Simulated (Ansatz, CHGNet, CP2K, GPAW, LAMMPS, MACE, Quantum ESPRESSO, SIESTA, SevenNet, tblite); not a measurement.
**Glassy 69SiO2-19Al2O3-6SrO-6Li2O (mol %) (106 atoms): forces by two methods**

106 atoms (22 Si, 12 Al, 2 Sr, 4 Li, 66 O) placed at random at 3.07 g/cm³, melted at 4000 K for 10 ps at fixed volume with the Morse and Coulomb pair potential with partial charges (Pedone, Malavasi, Menziani, Cormack and Segre, J. Phys. Chem. B 110, 11780 (2006)). Quenched from 4000 K to 300 K at 50 K/ps and fixed volume, held 5 ps.

Two calculations on one geometry. First: Kohn-Sham DFT, PBE, GTH-PBE pseudopotentials, Gaussian and plane waves, DZVP-MOLOPT-SR-GTH, orbital transformation; 800/50 Ry (CP2K 2026.2; Γ point). Second: Kohn-Sham DFT, PBE, SSSP efficiency 1.3.0 pseudopotentials, plane waves; sssp-1.3.0-efficiency; 60/480 Ry; levels smeared at 580 K (Quantum ESPRESSO 7.5; sssp-pbe-1.3.0-efficiency, cutoffs 60/480 Ry, Γ point).

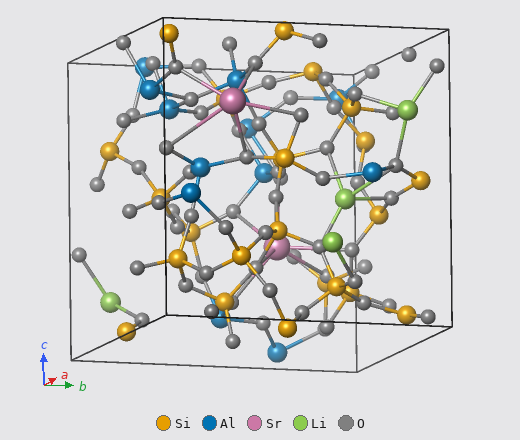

The structure (silicon orange, aluminium blue, strontium pink, lithium green, oxygen grey). Bonds to atoms that aren't drawn are left out. Some periodic images of atoms are drawn too.

Cell vectors (Å):

```
10.593 0.000 0.000
0.000 10.593 0.000
0.000 0.000 10.593
```

Atom, position (Å) and force of the first calculation (eV/Å):

```
1 Si 7.916 7.222 1.706 0.658 1.253 -1.014
2 Si 1.411 4.029 4.511 2.626 1.109 0.432
3 Si 3.834 9.720 7.611 0.941 0.957 1.264
4 Si 7.972 10.370 5.600 2.612 1.156 -2.144
5 Si 5.662 6.018 6.555 1.069 0.876 1.702
6 Si 6.573 1.797 2.692 1.439 2.552 0.767
7 Si 2.887 4.864 9.070 -0.285 4.250 3.445
8 Si 8.952 5.038 10.577 -1.459 2.767 3.110
9 Si 4.640 7.535 9.877 1.658 -0.017 -1.041
10 Si 9.233 3.260 2.450 -4.561 0.700 0.779
11 Si 5.000 9.800 4.807 1.018 2.764 0.311
12 Si 9.476 4.836 5.949 -0.149 0.872 0.864
13 Si 7.134 5.335 3.747 -0.157 -3.502 -3.808
14 Si 1.480 1.020 7.260 1.519 2.498 0.813
15 Si 7.315 8.055 8.220 -3.606 1.345 0.441
16 Si 3.890 2.099 5.276 -4.586 1.339 1.737
17 Si 9.530 0.570 10.214 -1.647 -1.990 -0.847
18 Si 5.144 3.997 1.454 0.492 2.156 0.673
19 Si 7.030 10.110 0.953 0.916 -0.382 -0.187
20 Si 3.503 0.890 0.524 -2.007 -1.586 1.248
21 Si 1.137 9.133 2.956 -1.833 2.031 -1.846
22 Si 4.071 9.006 2.155 -1.323 -0.632 -1.928
23 Al 6.830 2.585 5.936 0.703 0.582 -1.338
24 Al 4.464 2.245 8.355 -0.180 -1.251 0.241
25 Al 2.361 6.454 6.571 -1.859 -1.043 0.764
26 Al 1.945 4.913 1.402 1.316 0.976 0.514
27 Al 0.149 6.598 8.501 -0.790 -0.325 -1.824
28 Al 6.807 0.745 8.629 -0.081 -2.675 1.706
29 Al 6.587 4.052 9.126 -1.658 0.881 -0.478
30 Al 0.371 7.529 0.527 -1.601 1.038 1.874
31 Al 10.253 7.820 5.448 -1.243 0.192 0.835
32 Al 10.346 1.043 4.433 1.065 -1.380 0.757
33 Al 1.353 2.404 10.335 2.304 -0.444 -0.125
34 Al 1.483 9.518 9.462 0.675 1.503 0.550
35 Sr 9.632 2.868 7.884 -0.234 -1.118 0.701
36 Sr 3.793 6.411 3.717 -0.053 -1.295 -0.681
37 Li 9.894 9.267 7.772 -1.043 -0.040 0.086
38 Li 10.549 6.215 2.849 0.010 0.435 0.009
39 Li 0.660 1.267 2.018 0.681 -0.647 -0.064
40 Li 7.406 7.749 4.927 0.142 0.328 0.565
41 O 3.945 8.531 8.751 -1.162 1.565 -1.726
42 O 10.229 2.359 3.267 1.711 0.042 -0.017
43 O 3.982 10.487 1.754 0.644 2.826 -0.260
44 O 0.949 0.024 3.616 0.459 0.915 -0.301
45 O 8.444 1.166 9.205 0.271 1.291 -1.331
46 O 5.083 2.784 6.045 -0.313 1.210 1.768
47 O 10.490 10.173 9.293 -0.722 0.676 -0.229
48 O 6.585 9.734 5.161 -1.740 -1.288 -1.000
49 O 4.085 1.784 10.022 1.528 2.001 -1.638
50 O 6.212 7.479 9.372 -0.580 -0.218 0.963
51 O 5.666 4.105 10.568 0.140 0.491 -0.685
52 O 7.781 5.976 0.754 -0.476 -2.629 -2.399
53 O 4.393 0.760 4.674 0.940 -3.286 -2.266
54 O 3.714 4.734 1.690 -0.710 0.386 0.720
55 O 1.056 7.897 9.513 -0.883 -1.882 -0.895
56 O 7.571 1.077 6.463 0.175 0.795 2.224
57 O 0.904 7.544 6.661 0.235 0.271 1.132
58 O 2.174 10.228 7.730 0.201 -3.546 0.804
59 O 7.061 8.514 1.314 -0.868 0.013 0.393
60 O 8.958 9.118 5.936 1.082 -1.906 0.916
61 O 1.884 5.693 8.141 -1.153 0.632 -0.856
62 O 4.940 8.802 3.532 0.917 -0.959 -0.088
63 O 0.715 9.193 1.378 -0.072 -0.385 -0.139
64 O 8.246 4.184 9.501 0.351 -1.248 -1.605
65 O 1.976 4.198 10.349 -1.290 -0.636 -0.417
66 O 4.393 8.031 0.843 -0.229 -0.076 1.222
67 O 6.308 5.549 5.075 -1.566 0.379 1.260
68 O 6.105 4.840 2.559 -1.335 0.085 0.585
69 O 8.584 10.382 0.657 2.113 -0.132 0.792
70 O 7.059 9.669 8.131 0.591 -1.269 -1.197
71 O 1.213 4.498 2.991 -0.810 0.359 -1.148
72 O 3.572 3.720 8.426 2.216 -2.816 -2.831
73 O 0.115 3.782 5.453 -0.784 -0.821 -0.264
74 O 6.686 2.276 4.215 -0.169 -0.116 -0.279
75 O 2.673 8.635 2.945 1.520 -1.336 0.465
76 O 6.069 5.030 7.702 0.014 -1.311 0.957
77 O 10.163 5.943 10.072 1.275 0.702 -0.418
78 O 8.443 4.433 3.443 1.861 -0.161 0.947
79 O 9.630 4.176 1.192 1.914 -0.172 -0.165
80 O 9.321 6.287 5.310 -0.456 1.279 -1.978
81 O 4.194 9.295 6.071 -1.701 -1.918 1.248
82 O 9.476 7.385 1.654 2.330 0.460 0.404
83 O 6.300 2.439 8.432 -0.769 0.361 -0.880
84 O 10.428 1.730 0.217 0.309 1.230 1.416
85 O 2.319 1.870 1.160 -0.972 0.702 0.366
86 O 4.652 0.490 7.853 1.091 0.370 0.072
87 O 2.774 3.063 4.455 0.486 -0.692 0.019
88 O 0.282 0.946 6.260 -2.129 0.159 -1.050
89 O 8.826 0.361 4.287 -1.895 -0.458 1.197
90 O 8.794 7.692 8.450 3.487 -0.915 0.013
91 O 2.587 10.418 10.308 0.201 -0.528 -0.191
92 O 1.525 6.624 1.365 0.920 -2.564 1.207
93 O 2.726 1.683 6.527 2.460 1.325 -1.297
94 O 6.131 0.008 10.381 -0.810 0.877 -2.077
95 O 7.943 2.391 1.993 0.362 0.017 -0.993
96 O 0.345 8.195 3.965 -0.038 -1.718 -0.283
97 O 1.990 5.409 5.216 0.411 0.758 -0.515
98 O 6.541 7.384 6.862 0.327 0.283 -1.317
99 O 1.239 1.971 8.619 -0.212 -0.236 -1.303
100 O 10.027 5.265 7.416 0.031 -0.512 0.990
101 O 8.170 3.856 6.154 0.003 -0.548 0.027
102 O 6.576 0.285 2.303 -0.395 -1.968 1.199
103 O 5.281 2.511 1.974 -0.680 -2.146 0.652
104 O 7.402 6.789 3.189 0.273 3.001 1.359
105 O 4.080 6.407 6.354 1.074 0.152 -0.718
106 O 3.872 6.156 9.558 -0.585 -1.511 0.640
```

**Question.** What forces does the second calculation give?

Atom and force (eV/Å):

```
1 0.454 1.179 -0.786
2 2.705 1.120 0.336
3 0.654 0.908 1.183
4 2.429 1.010 -2.114
5 1.126 0.955 1.329
6 1.357 2.628 0.629
7 -0.397 4.498 3.674
8 -1.268 2.770 3.315
9 1.466 0.017 -1.062
10 -4.483 0.913 0.740
11 1.100 2.668 0.287
12 -0.035 0.551 0.876
13 -0.215 -3.317 -3.744
14 1.620 2.436 1.041
15 -3.889 1.278 0.294
16 -4.719 1.342 1.847
17 -1.523 -2.028 -0.918
18 0.504 2.262 0.816
19 1.047 -0.550 0.129
20 -2.165 -1.659 1.476
21 -1.648 1.897 -1.746
22 -1.240 -0.929 -1.701
23 0.751 0.631 -1.198
24 -0.122 -1.237 0.247
25 -1.863 -1.035 0.763
26 1.307 0.929 0.605
27 -0.718 -0.347 -1.778
28 -0.022 -2.567 1.645
29 -1.673 0.822 -0.657
30 -1.672 0.998 1.842
31 -1.403 0.198 0.918
32 1.257 -1.223 0.808
33 2.236 -0.287 -0.159
34 0.656 1.539 0.235
35 -0.299 -1.014 0.644
36 -0.080 -1.190 -0.643
37 -0.998 -0.103 0.101
38 0.052 0.442 -0.045
39 0.651 -0.562 -0.070
40 0.104 0.285 0.563
41 -0.999 1.498 -1.585
42 1.743 -0.095 0.065
43 0.678 2.883 -0.383
44 0.420 0.919 -0.288
45 0.171 1.313 -1.377
46 -0.194 1.226 1.706
47 -0.811 0.700 -0.199
48 -1.729 -1.215 -0.994
49 1.668 2.087 -1.828
50 -0.512 -0.156 0.892
51 0.172 0.489 -0.740
52 -0.414 -2.632 -2.455
53 0.952 -3.338 -2.266
54 -0.801 0.363 0.712
55 -0.866 -2.009 -0.896
56 0.190 0.774 2.172
57 0.276 0.301 1.070
58 0.312 -3.487 0.777
59 -0.834 0.128 0.307
60 1.188 -1.919 0.911
61 -1.185 0.677 -0.950
62 0.816 -0.932 -0.128
63 -0.129 -0.390 -0.225
64 0.301 -1.335 -1.724
65 -1.262 -0.639 -0.424
66 -0.202 -0.065 1.111
67 -1.608 0.359 1.442
68 -1.367 0.001 0.534
69 1.991 -0.105 0.767
70 0.578 -1.195 -1.135
71 -0.820 0.345 -1.182
72 2.317 -3.044 -2.963
73 -0.831 -0.746 -0.238
74 -0.134 -0.103 -0.133
75 1.430 -1.271 0.389
76 0.042 -1.345 1.072
77 1.259 0.778 -0.521
78 1.901 -0.286 0.891
79 1.786 -0.220 -0.223
80 -0.447 1.349 -1.941
81 -1.676 -1.840 1.335
82 2.439 0.484 0.353
83 -0.767 0.415 -0.791
84 0.308 1.230 1.474
85 -0.920 0.627 0.412
86 1.060 0.319 0.110
87 0.469 -0.713 0.074
88 -2.263 0.166 -1.297
89 -1.944 -0.495 1.142
90 3.657 -0.958 0.053
91 0.334 -0.427 -0.090
92 0.975 -2.512 1.206
93 2.501 1.312 -1.406
94 -0.909 0.975 -2.295
95 0.307 -0.007 -0.890
96 -0.059 -1.663 -0.314
97 0.426 0.717 -0.492
98 0.406 0.253 -1.166
99 -0.252 -0.213 -1.250
100 0.045 -0.459 1.080
101 -0.090 -0.592 0.032
102 -0.349 -1.997 1.092
103 -0.632 -2.150 0.652
104 0.373 3.011 1.267
105 1.046 0.154 -0.675
106 -0.575 -1.528 0.645
```

The two sets differ by 98.6 meV/Å r.m.s., 7.2 % of the r.m.s. force of the Quantum ESPRESSO run. The network of bonds at the start is that of the classical potential that made the cell, and needn't be the one that DFT or experiment would give. The electronic-structure runs sample only Γ, in a cell whose shortest periodic width is 11 Å.

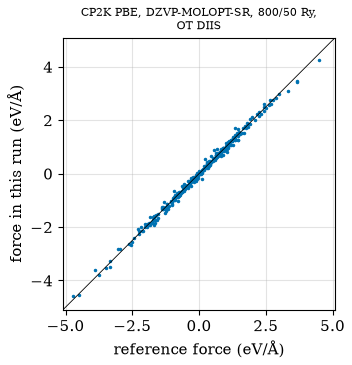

Force components against those of the reference; the line marks equality.

[Logs are printed without paths, hosts, clocks, repeated set-up lines and the standing remarks that a program may print on its own settings, such as how far it seeks lower states.]

[Hosts, paths, dates, database ids (printed as entryN), source tags and the programs' standing remarks are cut or masked in the printed files.]
